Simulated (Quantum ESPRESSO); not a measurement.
# Magnetic state of MnO (Manganosite) from several starts, part 2 of 2

A self-consistent run ends on one state, which hangs on the start. Several orders of MnO (Manganosite) are started in Quantum ESPRESSO and their energies compared.

Quantum ESPRESSO 7.5; PBEsol with U = 4 eV on Mn d (ortho-atomic projectors); plane waves with GBRV 1.5 PBEsol potentials, no spin-orbit coupling.

So far: The starting structure; Start 1: ferro +.

**3. Run 2 (antiferro q=(0,0,1/2) +−)**

This order needs a doubled cell of 4 atoms. The wavevector q is in fractions of the reciprocal vectors of the crystal's primitive cell, as the cells of these inputs are built from it; moments change sign between cells as cos(2π q·R).

Contents of pw.in:

```
&CONTROL
  calculation = 'scf'
  prefix = 'pwscf'
  outdir = './tmp'
  pseudo_dir = './pseudo'
  disk_io = 'nowf'
/
&SYSTEM
  ibrav = 0
  celldm(1) = 8
  nat = 4
  ntyp = 3
  ecutwfc = 40
  ecutrho = 280
  nbnd = 30
  occupations = 'smearing'
  smearing = 'fd'
  degauss = 0.00367493
  nspin = 2
  starting_magnetization(1) = 0.3
  starting_magnetization(2) = -0.3
  starting_magnetization(3) = 0
/
&ELECTRONS
  conv_thr = 8d-09
  electron_maxstep = 150
  mixing_beta = 0.3
/
ATOMIC_SPECIES
Mn1    54.9380 mn_pbesol_v1.5.uspp.F.UPF
Mn2    54.9380 mn_pbesol_v1.5.uspp.F.UPF
O      15.9990 o_pbesol_v1.2.uspp.F.UPF
CELL_PARAMETERS alat
   0.0000000000000    0.5251076468804    0.5251076468804
   0.5251076468804    0.0000000000000    0.5251076468804
   1.0502152937608    1.0502152937608    0.0000000000000
ATOMIC_POSITIONS crystal
Mn1     0.0000000000    0.0000000000    0.0000000000
Mn2     0.0000000000    0.0000000000    0.5000000000
O       0.5000000000    0.5000000000    0.2500000000
O       0.5000000000    0.5000000000    0.7500000000
K_POINTS automatic
10 10 5 0 0 0
HUBBARD {ortho-atomic}
U Mn1-3d 4.0000
U Mn2-3d 4.0000
```

Launch:

```sh
$ OMP_NUM_THREADS=1 mpirun -n 4 pw.x -nk 4 -in pw.in > pw.out
```

The log of the run:

```text
[banner, memory and clock lines left out]
Program PWSCF v.7.5 starts

     Message from routine setup:
     using ibrav=0 with symmetry is DISCOURAGED, use correct ibrav instead

     bravais-lattice index     =            0
     lattice parameter (alat)  =       8.0000  a.u.
     unit-cell volume          =     296.5343 (a.u.)^3
     number of atoms/cell      =            4
     number of atomic types    =            3
     number of electrons       =        42.00
     number of Kohn-Sham states=           30
     kinetic-energy cutoff     =      40.0000  Ry
     charge density cutoff     =     280.0000  Ry
     scf convergence threshold =      8.0E-09
     mixing beta               =       0.3000
     number of iterations used =            8  plain     mixing
     Exchange-correlation= SLA  PW   PSX  PSC
                           (   1   4  10   8   0   0   0)
     Hubbard projectors: ortho-atomic
     Hubbard parameters of DFT+U (Dudarev formulation) in eV:
     U(Mn1-3d) =  4.0000
     U(Mn2-3d) =  4.0000

     Internal variables: lda_plus_u =T, lda_plus_u_kind = 0

     Internal variables: orbital_resolved =F, hub_pot_fix =F, apply_U = F

     celldm(1)=   8.000000  celldm(2)=   0.000000  celldm(3)=   0.000000
     celldm(4)=   0.000000  celldm(5)=   0.000000  celldm(6)=   0.000000

     crystal axes: (cart. coord. in units of alat)
               a(1) = (   0.000000   0.525108   0.525108 )
               a(2) = (   0.525108   0.000000   0.525108 )
               a(3) = (   1.050215   1.050215   0.000000 )

     reciprocal axes: (cart. coord. in units 2 pi/alat)
               b(1) = ( -0.952186  0.952186  0.952186 )
               b(2) = (  0.952186 -0.952186  0.952186 )
               b(3) = (  0.476093  0.476093 -0.476093 )

     PseudoPot. # 1 for Mn read from file:
     mn_pbesol_v1.5.uspp.F.UPF
     Pseudo is Ultrasoft + core correction, Zval = 15.0

     PseudoPot. # 2 for Mn read from file:
     mn_pbesol_v1.5.uspp.F.UPF
     Pseudo is Ultrasoft + core correction, Zval = 15.0

     PseudoPot. # 3 for O  read from file:
     o_pbesol_v1.2.uspp.F.UPF
     Pseudo is Ultrasoft + core correction, Zval =  6.0

     atomic species   valence    mass     pseudopotential
     Mn1              15.00    54.93800     Mn( 1.00)
     Mn2              15.00    54.93800     Mn( 1.00)
     O                 6.00    15.99900     O ( 1.00)

     Starting magnetic structure
     atomic species   magnetization
     Mn1             0.300
     Mn2            -0.300
     O               0.000

     12 Sym. Ops., with inversion, found

   Cartesian axes

     site n.     atom                  positions (alat units)
         1        Mn1    tau(   1) = (   0.0000000   0.0000000   0.0000000  )
         2        Mn2    tau(   2) = (   0.5251076   0.5251076   0.0000000  )
         3        O      tau(   3) = (   0.5251076   0.5251076   0.5251076  )
         4        O      tau(   4) = (   1.0502153   1.0502153   0.5251076  )

     number of k points=    58  Fermi-Dirac smearing, width (Ry)=  0.0037
                       cart. coord. in units 2pi/alat
        k(    1) = (   0.0000000   0.0000000   0.0000000), wk =   0.0020000
        k(    2) = (   0.0952186   0.0952186  -0.0952186), wk =   0.0040000
        k(    3) = (   0.1904371   0.1904371  -0.1904371), wk =   0.0040000
        k(    4) = (   0.0952186  -0.0952186   0.0952186), wk =   0.0120000
        k(    5) = (   0.1904371   0.0000000  -0.0000000), wk =   0.0120000
        [... 53 further k-points ...]

     Dense  grid:    23499 G-vectors     FFT dimensions: (  32,  32,  64)

     Smooth grid:    10113 G-vectors     FFT dimensions: (  24,  24,  48)

     Check: negative core charge=   -0.000053
     Generating pointlists ...
     new r_m :   0.2166 (alat units)  1.7329 (a.u.) for type    1
     new r_m :   0.2166 (alat units)  1.7329 (a.u.) for type    2
     new r_m :   0.2166 (alat units)  1.7329 (a.u.) for type    3

     Initial potential from superposition of free atoms

     starting charge      40.9998, renormalised to      42.0000

     STARTING HUBBARD OCCUPATIONS:

     =================== HUBBARD OCCUPATIONS ===================
     ------------------------ ATOM    1 ------------------------
     Tr[ns(  1)] (up, down, total) =   5.00000  0.00000  5.00000
     Atomic magnetic moment for atom   1 =   5.00000
     [... lines left out ...]
     ------------------------ ATOM    2 ------------------------
     Tr[ns(  2)] (up, down, total) =   0.00000  5.00000  5.00000
     Atomic magnetic moment for atom   2 =  -5.00000
     [... lines left out ...]
     Number of occupied Hubbard levels =   10.0000

     Atomic wfc used for Hubbard projectors are orthogonalized

     Starting wfcs are   34 randomized atomic wfcs

     Self-consistent Calculation

     iteration #  1     ecut=    40.00 Ry     beta= 0.30
     Davidson diagonalization with overlap
     ethr =  1.00E-02,  avg # of iterations =  2.4

     =================== HUBBARD OCCUPATIONS ===================
     ------------------------ ATOM    1 ------------------------
     Tr[ns(  1)] (up, down, total) =   4.87973  0.15969  5.03942
     Atomic magnetic moment for atom   1 =   4.72005
     [... lines left out ...]
     ------------------------ ATOM    2 ------------------------
     Tr[ns(  2)] (up, down, total) =   0.15968  4.87991  5.03958
     Atomic magnetic moment for atom   2 =  -4.72023
     [... lines left out ...]
     Number of occupied Hubbard levels =   10.0790

     total energy              =    -486.35759884 Ry
     estimated scf accuracy    <       1.08867661 Ry

     total magnetization       =    -0.00 Bohr mag/cell
     absolute magnetization    =     9.41 Bohr mag/cell

     iteration #  2     ecut=    40.00 Ry     beta= 0.30
     Davidson diagonalization with overlap
     ethr =  2.59E-03,  avg # of iterations =  2.0

     total energy              =    -486.56106057 Ry
     estimated scf accuracy    <       0.05968513 Ry

     total magnetization       =     0.00 Bohr mag/cell
     absolute magnetization    =     9.41 Bohr mag/cell

     [... further iterations left out ...]

     iteration # 10     ecut=    40.00 Ry     beta= 0.30
     Davidson diagonalization with overlap
     ethr =  2.16E-10,  avg # of iterations =  1.5

     negative rho (up, down):  5.435E-04 5.435E-04

     total energy              =    -486.57551869 Ry
     estimated scf accuracy    <       0.00000002 Ry

     total magnetization       =    -0.00 Bohr mag/cell
     absolute magnetization    =     9.46 Bohr mag/cell

     iteration # 11     ecut=    40.00 Ry     beta= 0.30
     Davidson diagonalization with overlap
     ethr =  4.04E-11,  avg # of iterations =  1.1

     negative rho (up, down):  5.433E-04 5.433E-04

     Magnetic moment per site  (integrated on atomic sphere of radius R)
     atom   1 (R=0.217)  charge= 12.5761  magn=  4.2407
     atom   2 (R=0.217)  charge= 12.5761  magn= -4.2407
     atom   3 (R=0.217)  charge=  5.9572  magn= -0.0000
     atom   4 (R=0.217)  charge=  5.9572  magn= -0.0000

     End of self-consistent calculation

     =================== HUBBARD OCCUPATIONS ===================
     ------------------------ ATOM    1 ------------------------
     Tr[ns(  1)] (up, down, total) =   4.96126  0.27514  5.23640
     Atomic magnetic moment for atom   1 =   4.68612
     [... lines left out ...]
     ------------------------ ATOM    2 ------------------------
     Tr[ns(  2)] (up, down, total) =   0.27514  4.96126  5.23640
     Atomic magnetic moment for atom   2 =  -4.68612
     [... lines left out ...]
     Number of occupied Hubbard levels =   10.4728

     Number of k-points >= 100: set verbosity='high' to print the bands.

     the Fermi energy is    12.4910 ev

!    total energy              =    -486.57551873 Ry
     estimated scf accuracy    <          5.3E-09 Ry
     smearing contrib. (-TS)   =      -0.00000000 Ry
     internal energy E=F+TS    =    -486.57551873 Ry

     The total energy is F=E-TS. E is the sum of the following terms:
     one-electron contribution =    -218.82207741 Ry
     hartree contribution      =     131.27792556 Ry
     xc contribution           =     -67.56619610 Ry
     ewald contribution        =    -331.55128498 Ry
     Hubbard energy            =       0.08611422 Ry

     total magnetization       =     0.00 Bohr mag/cell
     absolute magnetization    =     9.46 Bohr mag/cell

     convergence has been achieved in  11 iterations
```

Wall time 18 s (4 MPI ranks of Arm Neoverse V2, shared host); peak memory 0.42 GiB; 71 s of CPU time.

Spin moment in the atom's sphere by atom:

| atom | spin moment in the atom's sphere (μB) |
| --- | --- |
| Mn1 | 4.24 |
| Mn2 | -4.24 |
| O3 | 0.00 |
| O4 | 0.00 |

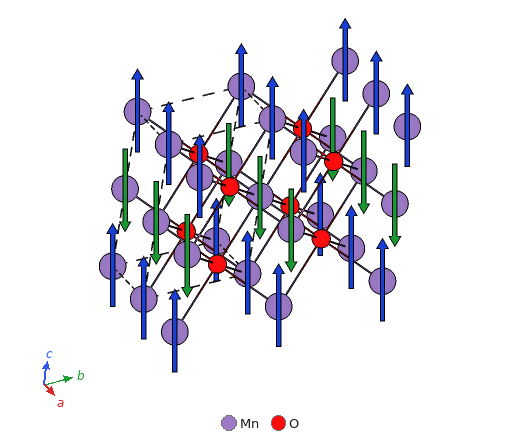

Spin moment in the atom's sphere as arrows, the longest 4.24 μB. Up and down stand for the sign. Arrows give size and sign along the axis of quantisation, drawn up and down the page. The two directions have two colours. Bonds to atoms that aren't drawn are left out. 2×2×1 cells are drawn. Some periodic images of atoms are drawn too.

This step gave:

```yaml
smearing_term_ts: 8.63e-10 eV
magnetization: 0 μB
absolute_magnetization: 9.461 μB
final_state: antiferromagnetic
```

**4. Run 3, typed as antiferro q=(0,1/2,1/2) +−**

This order needs a doubled cell of 4 atoms.

pw.in, as its differences from that of step 3:

```diff
@@ -34,11 +34,11 @@
    0.0000000000000    0.5251076468804    0.5251076468804
-   0.5251076468804    0.0000000000000    0.5251076468804
-   1.0502152937608    1.0502152937608    0.0000000000000
+   1.0502152937608    0.0000000000000    1.0502152937608
+   1.0502152937608    0.5251076468804    0.5251076468804
 ATOMIC_POSITIONS crystal
 Mn1     0.0000000000    0.0000000000    0.0000000000
-Mn2     0.0000000000    0.0000000000    0.5000000000
-O       0.5000000000    0.5000000000    0.2500000000
-O       0.5000000000    0.5000000000    0.7500000000
+Mn2     0.0000000000    0.5000000000    0.0000000000
+O       0.5000000000    0.0000000000    0.5000000000
+O       0.5000000000    0.5000000000    0.5000000000
 K_POINTS automatic
-10 10 5 0 0 0
+10 5 10 0 0 0
 HUBBARD {ortho-atomic}
```

The log of the run:

```text
     [... lines left out ...]
Program PWSCF v.7.5 starts
     [... lines left out ...]
     number of atoms/cell      =            4
     [... lines left out ...]
     number of electrons       =        42.00
     number of Kohn-Sham states=           30
     kinetic-energy cutoff     =      40.0000  Ry
     charge density cutoff     =     280.0000  Ry
     scf convergence threshold =      8.0E-09
     [... lines left out ...]
     16 Sym. Ops., with inversion, found
     [... lines left out ...]
     number of k points=    63  Fermi-Dirac smearing, width (Ry)=  0.0037
     [... lines left out ...]
     iteration # 12     ecut=    40.00 Ry     beta= 0.30
     [... lines left out ...]
     Magnetic moment per site  (integrated on atomic sphere of radius R)
     atom   1 (R=0.217)  charge= 12.5683  magn=  4.2690
     atom   2 (R=0.217)  charge= 12.5683  magn= -4.2690
     atom   3 (R=0.217)  charge=  5.9602  magn= -0.0595
     atom   4 (R=0.217)  charge=  5.9602  magn=  0.0595
     [... lines left out ...]
     Tr[ns(  1)] (up, down, total) =   4.96171  0.25613  5.21784
     [... lines left out ...]
     Tr[ns(  2)] (up, down, total) =   0.25613  4.96171  5.21784
     [... lines left out ...]
     the Fermi energy is    12.9791 ev
!    total energy              =    -486.57280243 Ry
     estimated scf accuracy    <          1.5E-09 Ry
     smearing contrib. (-TS)   =      -0.00000178 Ry
     [... lines left out ...]
     total magnetization       =     0.00 Bohr mag/cell
     absolute magnetization    =     9.67 Bohr mag/cell
     convergence has been achieved in  12 iterations
```

It took 33 s on 4 MPI ranks; peak memory 0.48 GiB; 2.2 min of CPU time.

Spin moment in the atom's sphere by atom:

| atom | spin moment in the atom's sphere (μB) |
| --- | --- |
| Mn1 | 4.27 |
| Mn2 | -4.27 |
| O3 | -0.06 |
| O4 | 0.06 |

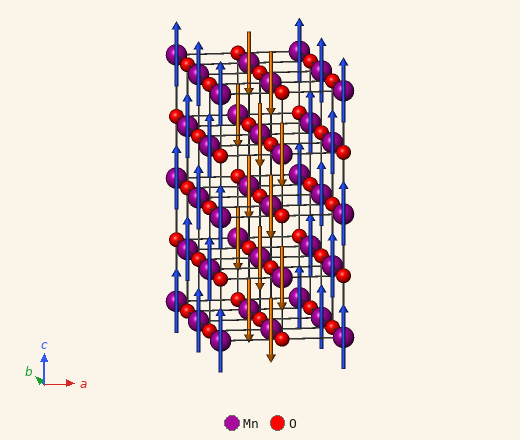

Spin moment in the atom's sphere as arrows, the longest 4.27 μB. Up and down stand for the sign. Arrows give size and sign along the axis of quantisation, drawn up and down the page. The two directions have two colours. 1×2×2 conventional cells are drawn. Some periodic images of atoms are drawn too.

Read from the output:

```yaml
smearing_term_ts: 2.43e-5 eV
magnetization: 0 μB
absolute_magnetization: 9.668 μB
final_state: antiferromagnetic
```

**5. Run 4, typed as ferro +**

Contents of pw.in:

```
&CONTROL
  calculation = 'scf'
  prefix = 'pwscf'
  outdir = './tmp'
  pseudo_dir = './pseudo'
  disk_io = 'nowf'
/
&SYSTEM
  ibrav = 0
  celldm(1) = 8
  nat = 2
  ntyp = 2
  ecutwfc = 40
  ecutrho = 280
  nbnd = 19
  occupations = 'smearing'
  smearing = 'fd'
  degauss = 0.00367493
  nspin = 2
  starting_magnetization(1) = 0.3
  starting_magnetization(2) = 0
/
&ELECTRONS
  conv_thr = 4d-09
  electron_maxstep = 150
  mixing_beta = 0.3
/
ATOMIC_SPECIES
Mn     54.9380 mn_pbesol_v1.5.uspp.F.UPF
O      15.9990 o_pbesol_v1.2.uspp.F.UPF
CELL_PARAMETERS alat
   0.0000000000000    0.5251076468804    0.5251076468804
   0.5251076468804    0.0000000000000    0.5251076468804
   0.5251076468804    0.5251076468804    0.0000000000000
ATOMIC_POSITIONS crystal
Mn      0.0000000000    0.0000000000    0.0000000000
O       0.5000000000    0.5000000000    0.5000000000
K_POINTS automatic
10 10 10 0 0 0
HUBBARD {ortho-atomic}
U Mn-3d 4.0000
```

The log of the run:

```text
     [... lines left out ...]
Program PWSCF v.7.5 starts
     [... lines left out ...]
     number of atoms/cell      =            2
     [... lines left out ...]
     number of electrons       =        21.00
     number of Kohn-Sham states=           19
     kinetic-energy cutoff     =      40.0000  Ry
     charge density cutoff     =     280.0000  Ry
     scf convergence threshold =      4.0E-09
     [... lines left out ...]
     48 Sym. Ops., with inversion, found
     [... lines left out ...]
     number of k points=    47  Fermi-Dirac smearing, width (Ry)=  0.0037
     [... lines left out ...]
     iteration # 11     ecut=    40.00 Ry     beta= 0.30
     [... lines left out ...]
     Magnetic moment per site  (integrated on atomic sphere of radius R)
     atom   1 (R=0.217)  charge= 12.5760  magn=  4.2809
     atom   2 (R=0.217)  charge=  5.9603  magn=  0.1786
     [... lines left out ...]
     Tr[ns(  1)] (up, down, total) =   4.96974  0.25088  5.22062
     [... lines left out ...]
     the Fermi energy is    12.7554 ev
!    total energy              =    -243.28257455 Ry
     estimated scf accuracy    <          5.4E-11 Ry
     smearing contrib. (-TS)   =      -0.00001815 Ry
     [... lines left out ...]
     total magnetization       =     5.00 Bohr mag/cell
     absolute magnetization    =     5.00 Bohr mag/cell
     convergence has been achieved in  11 iterations
```

Run time: 5.1 s. Hardware: 4 MPI ranks; peak memory 0.27 GiB.

Read from the output:

```
smearing term TS       : 2.47e-4 eV
magnetization          : 5 μB
absolute magnetization : 5 μB
final state            : ferromagnetic
largest moment         : 4.281 μB
```

**6. The states side by side**

An order is kept where moments of 0.15 μB or more survive with the typed signs; meshes match where a doubled cell samples the same k points as the first cell.

Orders:

| start | final state | typed order kept | energy over the lowest (meV a seeded atom) | largest site moment (μB) | net moment (μB a cell of the first run) | mesh matched | CPU time (s) |
| --- | --- | --- | --- | --- | --- | --- | --- |
| ferro + | ferromagnetic | yes | 70.54 | 4.281 | 5 | yes | 20.07 |
| antiferro q=(0,0,1/2) +- | antiferromagnetic | yes | 0 | 4.241 | 0 | yes | 71.3 |
| antiferro q=(0,1/2,1/2) +- | antiferromagnetic | yes | 18.48 | 4.269 | 0 | yes | 133 |
| ferro + | ferromagnetic | yes | 70.54 | 4.281 | 5 | yes | 20.16 |

**7. Occupations of the corrected shells in the lowest state**

Occupations of the Hubbard shells:

| block | type | shell | spin | electrons | occupation numbers |
| --- | --- | --- | --- | --- | --- |
| 1 | Mn1 | 3d | up | 4.961 | 0.992 0.992 0.992 0.993 0.993 |
| 1 | Mn1 | 3d | down | 0.2751 | 0.027 0.028 0.028 0.096 0.096 |
| 2 | Mn2 | 3d | up | 0.2751 | 0.027 0.028 0.028 0.096 0.096 |
| 2 | Mn2 | 3d | down | 4.961 | 0.992 0.992 0.992 0.993 0.993 |

**8. What came out**

```yaml
lowest_state_found: antiferromagnetic (from antiferro q=(0,0,1/2) +-)
largest_site_moment: 4.24 μB
next_state_with_moments: antiferromagnetic, 18.5 meV a seeded atom higher
```

What this shows: Only these 4 starts were compared; other wavevectors, canted and longer-period orders were not.

[Logs and program files are shortened in this print: banners, set-up blocks, solver, clock and traceback lines can be left out without a mark of their own.]

[Logs are printed without paths, hosts, clocks, repeated set-up lines and the standing remarks that a program may print on its own settings, such as how far it seeks lower states.]

[Hosts, paths, dates, database ids (printed as entryN), source tags and the programs' standing remarks are cut or masked in the printed files.]

[Where a cell is said to come from a database of computed structures, the database is the Materials Project.]
